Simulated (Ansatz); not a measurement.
# One shape, several levels: C2HF2 (SMILES [CH]=C(F)F)

We compute a comparison of 6 runs (UHF/aug-cc-pVDZ, UB3LYP/6-31G*, U-wB97M-V/aug-cc-pVDZ, U-wB97X/aug-cc-pVDZ, UPBE/aug-cc-pVDZ, RPA@PBE/aug-cc-pVDZ) of C2HF2. 

The results are computed with Ansatz 0.2.0.

39 further runs of the same task are left out: 39 set aside as unsound or not needed.

## (1) The molecule

C2HF2: 5 atoms, total charge 0, spin state doublet. As SMILES, `[CH]=C(F)F`. One bond was lengthened or shortened from a relaxed shape.

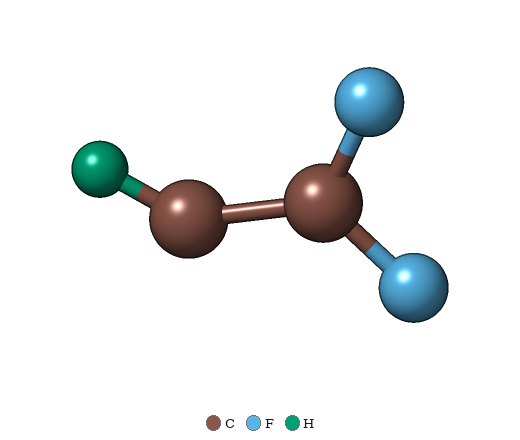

The structure, seen from a chosen angle (carbon brown, fluorine blue, hydrogen teal).

## (2) A single-point energy at UHF/aug-cc-pVDZ (run 1)

Contents of job.yaml:

```yaml
crystal:
  periodic: [false, false, false]
  atoms:
    - {symbol: C, position_ang: [-0.056970, 1.104523, -0.035825]}
    - {symbol: C, position_ang: [0.163600, -0.366100, 0.124600]}
    - {symbol: F, position_ang: [1.043800, -0.911700, 0.932500]}
    - {symbol: F, position_ang: [-0.492600, -1.313200, -0.520300]}
    - {symbol: H, position_ang: [-0.665370, 1.796323, -0.584325]}
basis:
  gaussian: {orbitals: aug-cc-pVDZ}
magnetization: {spin_polarized: true, initial_magnetization: 1}
hamiltonian: {xc: hf}
accuracy: high
output: {orbitals: {seedname: orbitals}}
```

Command:

```console
ansatz run job.yaml --threads 1 --pin off --max-ram 3480MiB --events-out events.jsonl --progress --plain --runs-dir runs
```

The program printed:

```text
Warning: RAYON_NUM_THREADS=1 ignored (pool sized by the plan → 1); use --threads N
Functional definition: HF
  name "HF"
  exchange = exact_x
  correlation = 0
1998 factors; integrals over basis functions are off by at most 2.3e-9 eV
mean field evaluation 1: about -7482.4892 eV, gradient 2.3e1 eV
mean field evaluation 2: about -7482.5501 eV, gradient 2.3e1 eV
mean field evaluation 4: about -7485.1854 eV, gradient 2.9e0 eV
mean field evaluation 8: about -7485.3580 eV, gradient 1.1e0 eV
mean field evaluation 16: about -7485.8077 eV, gradient 1.4e-7 eV
mean field evaluation 32: about -7485.8077 eV, gradient 2.3e-8 eV
mean field evaluation 64: about -7484.0028 eV, gradient 1.4e0 eV
mean field -7485.80767905 eV, -275.0983581426 hartree, gradient 3.7e-8 eV, S^2 1.291659; 2 other end points of the search recorded, 0 dependent functions left out
reference -7485.80767905 eV, -275.0983581426 hartree; 16, 15 occupied and 85, 86 virtual orbitals, 1998 factors
Total energy: -7485.80767905 eV, -275.0983581426 hartree
```

Wall time 5.7 s (1 thread of Arm Neoverse V2, shared host); peak memory 0.31 GiB.

## (3) The energy at UB3LYP/6-31G(d) (Cartesian functions) (run 2)

Contents of input.yaml:

```yaml
crystal:
  periodic: [false, false, false]
  atoms:
    - {symbol: C, position_ang: [-0.056970, 1.104523, -0.035825]}
    - {symbol: C, position_ang: [0.163600, -0.366100, 0.124600]}
    - {symbol: F, position_ang: [1.043800, -0.911700, 0.932500]}
    - {symbol: F, position_ang: [-0.492600, -1.313200, -0.520300]}
    - {symbol: H, position_ang: [-0.665370, 1.796323, -0.584325]}
basis:
  gaussian: {orbitals: "6-31G*"}
magnetization: {spin_polarized: true, initial_magnetization: 1}
hamiltonian: {xc: {name: B3LYP}}
accuracy: high
output: {orbitals: {seedname: orbitals}}
```

Command:

```console
ansatz run input.yaml --threads 1 --pin off --max-ram 3480MiB --events-out events.jsonl --progress --plain --runs-dir runs
```

The program printed:

```text
Warning: RAYON_NUM_THREADS=1 ignored (pool sized by the plan → 1); use --threads N
Functional definition: B3LYP
  name "B3LYP"
  parameter a0 = 0.2
  parameter ax = 0.72
  parameter ac = 0.81
  exchange = (1 - a0 - ax)*slater_x + ax*b88_x + a0*exact_x
  correlation = (1 - ac)*vwn_rpa_c + ac*lyp_c
1297 factors; integrals over basis functions are off by at most 2.9e-9 eV
mean field evaluation 1: about -7516.4683 eV, gradient 2.6e1 eV
mean field evaluation 2: about -7509.5283 eV, gradient 4.4e1 eV
mean field evaluation 4: about -7519.2755 eV, gradient 2.7e0 eV
mean field evaluation 8: about -7519.3624 eV, gradient 1.8e-1 eV
mean field evaluation 16: about -7519.3655 eV, gradient 8.0e-4 eV
mean field evaluation 32: about -7519.3655 eV, gradient 3.8e-8 eV
mean field -7519.36549918 eV, -276.3315852860 hartree, gradient 3.8e-8 eV, S^2 0.784181; 2 other end points of the search recorded, 0 dependent functions left out
reference -7519.36552249 eV, -276.3315861425 hartree; 16, 15 occupied and 46, 47 virtual orbitals, 1297 factors
Total energy: -7519.36552249 eV, -276.3315861425 hartree
```

It took 6.6 s on 1 thread of Arm Neoverse V2, shared host; peak memory 0.21 GiB.

Runs 3 to 5 aren't shown in full; the table further down has their settings and results.

## (4) The energy at RPA@PBE/aug-cc-pVDZ (run 6)

job.yaml: that of step 2 with these lines changed.

```diff
@@ -9,6 +9,12 @@
 basis:
-  gaussian: {orbitals: aug-cc-pVDZ}
-magnetization: {spin_polarized: true, initial_magnetization: 1}
-hamiltonian: {xc: hf}
+  gaussian:
+    orbitals: aug-cc-pVDZ
+magnetization:
+  spin_polarized: true
+  initial_magnetization: 1
+hamiltonian:
+  xc: {name: PBE}
+correlation:
+  method: rpa
+  frozen_orbitals: {C: 1, F: 1, H: 0}
 accuracy: high
-output: {orbitals: {seedname: orbitals}}
```

Command:

```console
ansatz run job.yaml --threads 1 --pin off --max-ram 3480MiB --events-out events.jsonl --progress --plain --runs-dir runs
```

The program printed, shortened:

```text
Warning: RAYON_NUM_THREADS=1 ignored (pool sized by the plan → 1); use --threads N
Functional definition: PBE
  name "PBE"
[...]
1998 factors; integrals over basis functions are off by at most 2.3e-9 eV
[...]
mean field -7513.12371352 eV, -276.1022038936 hartree, gradient 1.2e-8 eV, S^2 0.768216; 3 other end points of the search recorded, 0 dependent functions left out
4 core orbitals not correlated: weight in the atoms' cores, before any rotation towards them, 1.000 or more for the frozen orbitals, at most 0.000 for the correlated occupied ones
reference -7484.12846902 eV, -275.0366483121 hartree; 12, 11 occupied and 85, 86 virtual orbitals, 1998 factors
Total energy: -7511.15034855 eV, -276.0296840686 hartree
```

Run time: 16 s. Hardware: 1 thread of Arm Neoverse V2, shared host; peak memory 0.41 GiB.

## (5) All runs side by side

```csv
run,level,Cartesian functions,frozen core orbitals,energy (Eh),HOMO energy (eV),LUMO energy (eV),⟨S²⟩,wall time
1,UHF/aug-cc-pVDZ,no,–,-275.098358,-10.53,0.93,1.292,5.7 s
2,UB3LYP/6-31G* (Cartesian functions),yes,–,-276.331586,-6.43,-2.79,0.784,6.6 s
3,U-wB97M-V/aug-cc-pVDZ,no,–,-276.300078,-9.36,-1.11,0.790,1.7 min
4,U-wB97X/aug-cc-pVDZ,no,–,-276.308555,-9.49,-1.10,0.812,53 s
5,UPBE/aug-cc-pVDZ,no,–,-276.102204,-5.96,-4.21,0.768,9.3 s
6,RPA@PBE/aug-cc-pVDZ,no,4,-276.029684,–,–,0.768,16 s
```

## (6) Results

```
                                quantity          value
                     run 6: total energy  -276.02968 Eh
 run 6: RPA correlation energy (valence)     -993.0 mEh
run 6: ⟨S²⟩ of the reference determinant          0.768
```

**Reading.** Totals of different functionals can't be ranked against each other. Spin contamination of the reference: run 1 ⟨S²⟩ = 1.29. All runs together took 3.2 min, the longest 1.7 min.
